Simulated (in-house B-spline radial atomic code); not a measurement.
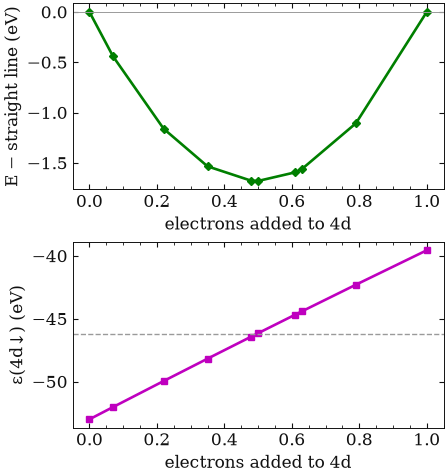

The calculation used an in-house B-spline radial code at this level: scalar-relativistic (spin-free one-electron X2C) CAM-B3LYP, spin-polarised, spherical fractional occupations, Fermi nucleus, basis-set limit. The occupation of the 4d shell is varied from Pd⁴⁺ ([Kr] 4d6 (high spin)) to Pd³⁺ ([Kr] 4d7 (high spin)), with spherical fractional occupations. The plot shows the total energy less the straight line between the end points, and the eigenvalue of 4d↓ (the dashed line is minus the energy to take the whole electron out).

Q: Is the energy convex or concave in the occupation, and by how much?

A: The curve is convex (below the straight line), with the largest deviation among the points computed, −1.68 eV, at 0.5. The end points differ by 46.2 eV, the energy to take the electron out. The eigenvalue, which is the slope of the energy (Janak's theorem), moves from −53.0 eV at 0 to −39.6 eV at 1; for a straight line it would stay constant, and a parabola would sag by an eighth of this change, scaled to a whole electron, 1.68 eV. Convexity is the mark of the delocalisation error, which puts fractional charges too low; for p, d and f shells the spherical spreading of the fraction adds to it. Exact exchange at spherical fractional occupations leaves self-interaction in partly filled shells, which adds to the curvature.
